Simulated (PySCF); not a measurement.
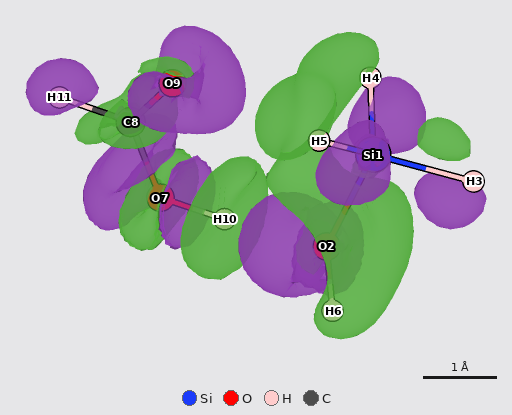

*CH₆O₃Si, SMILES `[SiH3]O.OC=O`. Density of the complex less the densities of the two fragments at the same geometry, ±0.006 e/Å³ (purple: gain, green: loss). Fragment A: SiH4O (atoms 1–6); fragment B: H2CO2.*

Method: B3LYP/def2-SVPD; geometry: GFN2-xTB; program: PySCF.

The calculation's input:

```python
import numpy as np
from pyscf import gto, scf, dft
from pyscf.scf import atom_ks, atom_hf
from scipy.linalg import block_diag
from pyscf.dispersion import dftd3

def solve(mol, dm0=None, hcore=None):
    mf = (dft.UKS if mol.spin else dft.RKS)(mol, xc='b3lyp')
    mf.grids.level = 3
    mf = mf.density_fit(auxbasis='def2-universal-jkfit')
    mf.conv_tol, mf.max_cycle = 1e-8, 80
    if hcore is not None:
        mf.get_hcore = lambda *args: hcore
    mf.kernel(dm0)
    if not mf.converged:
        mf = mf.newton().run(mf.mo_coeff, mf.mo_occ, max_cycle=30)
    assert mf.converged, 'SCF not converged'
    return mf

mol = gto.M(atom='''
Si    -1.68435    -0.39512    -0.10107
O     -0.97852     1.08008     0.15356
H     -3.12462    -0.14901    -0.24063
H     -1.09407    -0.78324    -1.36828
H     -1.45174    -1.25344     1.05013
H     -1.32718     1.66276     0.82365
O      1.68285     0.98036    -0.16408
C      1.96444    -0.28694    -0.00281
O      1.17558    -1.17118     0.17715
H      0.69793     1.11250    -0.11504
H      3.05465    -0.45045    -0.05108
''', basis='def2-svpd', charge=0, spin=0, verbose=4)
mol_a = gto.M(atom='''
Si    -1.68435    -0.39512    -0.10107
O     -0.97852     1.08008     0.15356
H     -3.12462    -0.14901    -0.24063
H     -1.09407    -0.78324    -1.36828
H     -1.45174    -1.25344     1.05013
H     -1.32718     1.66276     0.82365
ghost-O      1.68285     0.98036    -0.16408
ghost-C      1.96444    -0.28694    -0.00281
ghost-O      1.17558    -1.17118     0.17715
ghost-H      0.69793     1.11250    -0.11504
ghost-H      3.05465    -0.45045    -0.05108
''', basis='def2-svpd', charge=0, spin=0, verbose=4)
mol_b = gto.M(atom='''
ghost-Si    -1.68435    -0.39512    -0.10107
ghost-O     -0.97852     1.08008     0.15356
ghost-H     -3.12462    -0.14901    -0.24063
ghost-H     -1.09407    -0.78324    -1.36828
ghost-H     -1.45174    -1.25344     1.05013
ghost-H     -1.32718     1.66276     0.82365
O      1.68285     0.98036    -0.16408
C      1.96444    -0.28694    -0.00281
O      1.17558    -1.17118     0.17715
H      0.69793     1.11250    -0.11504
H      3.05465    -0.45045    -0.05108
''', basis='def2-svpd', charge=0, spin=0, verbose=4)
ab, a, b = solve(mol), solve(mol_a), solve(mol_b)
e_int = ab.e_tot - a.e_tot - b.e_tot
print('counterpoise-corrected interaction energy / kcal/mol', e_int * 627.5095)
def disp(atoms, charge):
    m = gto.M(atom=atoms, charge=charge, basis='sto-3g', spin=None, unit='Bohr', verbose=0)
    return dftd3.DFTD3Dispersion(m, xc='b3lyp', version='d3bj').get_dispersion()['energy']
e_disp = disp(mol._atom, mol.charge) - disp(mol._atom[:6], mol_a.charge) - disp(mol._atom[6:], mol_b.charge)
print('D3(BJ) part / kcal/mol', e_disp * 627.5095)
# spherically averaged free atoms, for the promolecule
atm = atom_ks.get_atm_nrks(mol, xc='b3lyp')
pro = block_diag(*[(atm[a[0]][2] * atm[a[0]][3]) @ atm[a[0]][2].T for a in mol._atom])
np.savez('result.npz', e_int=e_int, e_disp=e_disp, dm_a=a.make_rdm1(), dm_b=b.make_rdm1(), c=ab.mo_coeff, occ=ab.mo_occ, eps=ab.mo_energy, pro=pro, d=[f.dip_moment(verbose=0) for f in (ab, a, b)])
```

Command:

```sh
OMP_NUM_THREADS=1 python input.py
```

The run took 57 s on 1 thread of Arm Neoverse V1, on a shared host, peak memory 0.72 GiB.

Partitions, critical points and surface values were worked out afterwards from this run's density.

Which way does charge flow?

Hirshfeld charges show 0.035 e passing from A to B. By Hirshfeld charges, electrons gather most on O9 (−0.021 e) and leave Si1 most (+0.023 e); 0.18 e is displaced in all, which induces a dipole of 0.69 D.

What is the interaction energy, and which contacts carry it?

The counterpoise-corrected interaction energy of the frozen fragments is −6.8 kcal/mol without dispersion correction and −9.8 kcal/mol with D3(BJ). The pair geometry is semi-empirical, not a minimum at this level. Contacts: O2···H10, hydrogen bond, 1.70 Å, ρ = 0.044 a.u.; Si1···O9, 2.98 Å, ρ = 0.011 a.u., a bond path close to vanishing (ellipticity 2.3). The pose is a local one from a semi-empirical search, not shown to be the most stable.
